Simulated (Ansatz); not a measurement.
Structure (in its standard cell), coordinates from a relaxation at fixed volume with DFT r2SCAN, scalar-relativistic, plane waves, PAW in Ansatz:

```xyz
2
Lattice="3.0049 0.0000 0.0000 -1.5024 2.6023 0.0000 0.0000 0.0000 5.7125" Properties=species:S:1:pos:R:3 pbc="T T T"
Cd    0.0000    1.7349    4.2844
Cd    1.5024    0.8674    1.4281
```

### What does the kinematic electron diffraction pattern along [210] look like at 200 kV (B = 0.8 Å²)?

The spots form a rectangular net whose two shortest vectors correspond to d = 2.86 Å and 1.50 Å, 90.0° apart. They are 0 0 2 and 1 -2 0. The pattern has symmetry 2mm. A glide plane extinguishes reflections such as 1 -2 -1, 1 -2 1, 1 -2 -3; a screw axis and a glide plane both extinguish reflections such as 0 0 1, 0 0 3, 0 0 5.

Strongest reflections with d > 0.80 Å, one of each family (|F|² from tabulated Gaussian fits of the electron scattering factors, times a small damping for the curvature of the Ewald sphere):

| hkl | d (Å) | I (strongest = 100) |
| --- | --- | --- |
| 0 0 2 | 2.856 | 100 |
| 1 -2 0 | 1.502 | 32 |
| 0 0 4 | 1.428 | 28 |
| 1 -2 2 | 1.330 | 23 |
| 1 -2 4 | 1.035 | 11 |
| 0 0 6 | 0.952 | 8 |

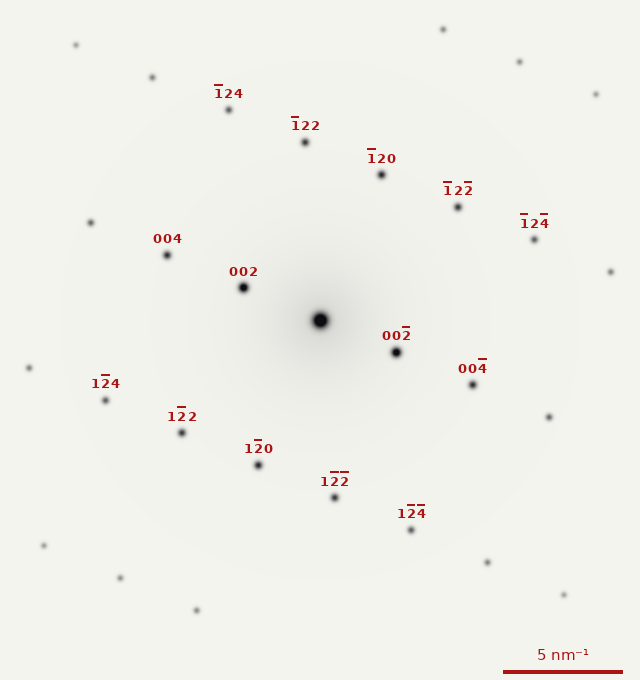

Calculated pattern, seen from the source side with [210] pointing towards the source.
